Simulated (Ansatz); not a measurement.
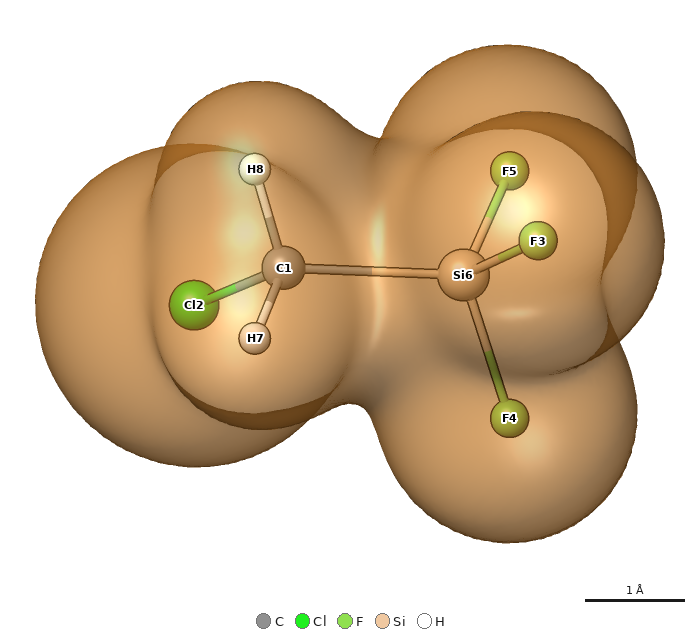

Figure 1: CH2ClF3Si (SMILES F[Si](F)(F)CCl). Isosurface of the total electron density at 0.05 e/Å³ (orange), seen from one side.

Geometry: PBE0-D3(BJ)/pcseg-1.

All numbers below come from isolated molecule in a Gaussian basis; Kohn-Sham density functional theory, functional PBE0 (Ansatz).

```xyz
8

C     0.1264    0.1547   -0.0693
Cl   -1.4800    0.8899   -0.3381
F     2.3214   -1.0488   -1.3568
F    -0.0082   -1.5042   -2.3937
F     1.1034    0.8210   -2.6721
Si    0.8869   -0.3996   -1.6622
H     0.0088   -0.6950    0.6121
H     0.7681    0.8945    0.4215
```

**Which contacts does the surface bridge?**

At this value the surface is in one piece. It bridges the sampled Si–F (1.60 Å), C–Cl (1.79 Å), C–Si (1.85 Å) and C–H (1.10 Å) contacts, where the density stays above the isovalue. On the grid the lowest density along these lines, outside the cores, is 0.91 e/Å³ (Si–F, 1.60 Å), 1.2 e/Å³ (C–Cl, 1.79 Å), 0.88 e/Å³ (C–Si, 1.85 Å) and 1.8 e/Å³ (C–H, 1.10 Å).
